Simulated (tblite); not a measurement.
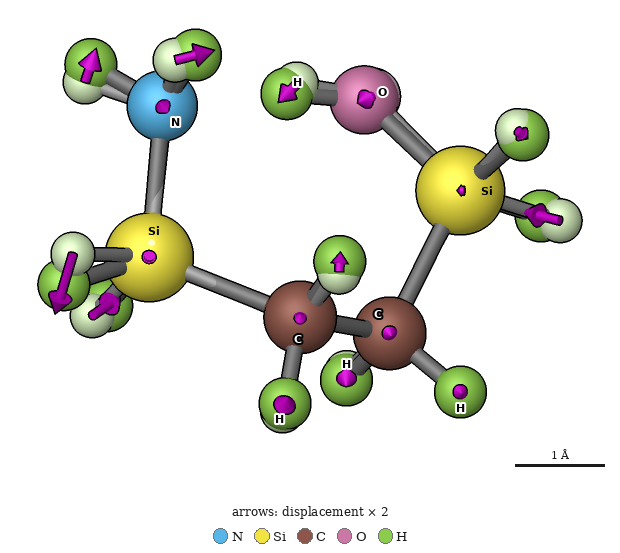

A relaxation of C2H11NOSi2. The starting structure is drawn faded, the final one solid; purple arrows show the displacements, 2 times their true length. The two geometries are superimposed by the best rigid fit.

The picture is a ball-and-stick view, seen at a tilt.

These are results of GFN2-xTB geometry optimisation, gas phase (tblite 0.8.0), not measurements. 

**Atoms of which element are displaced furthest, and by how much?**

Hydrogen: up to 0.41 Å, against 0.14 Å for oxygen.

**Describe the change and its energy.**

The energy falls by 0.258 eV in 82 geometry steps. The atom that moves furthest after the best rigid fit is an H atom (0.41 Å). Largest moves by element: H 0.41 Å, O 0.14 Å, N 0.09 Å, C 0.09 Å, Si 0.08 Å. Near-neighbour distances that change, for instance: O–Si 1.663 → 1.616 Å, N–Si 1.715 → 1.744 Å, C–Si 1.881 → 1.907 Å, H–N 1.026 → 1.009 Å. Among the angles between lasting bonds that change: Si–N–H 107.2° → 117.0°, Si–N–H 108.1° → 117.1°, N–Si–H 105.6° → 112.9°. Cost: 0.86 s on 1 thread of Arm Neoverse N1, with other jobs on the host.
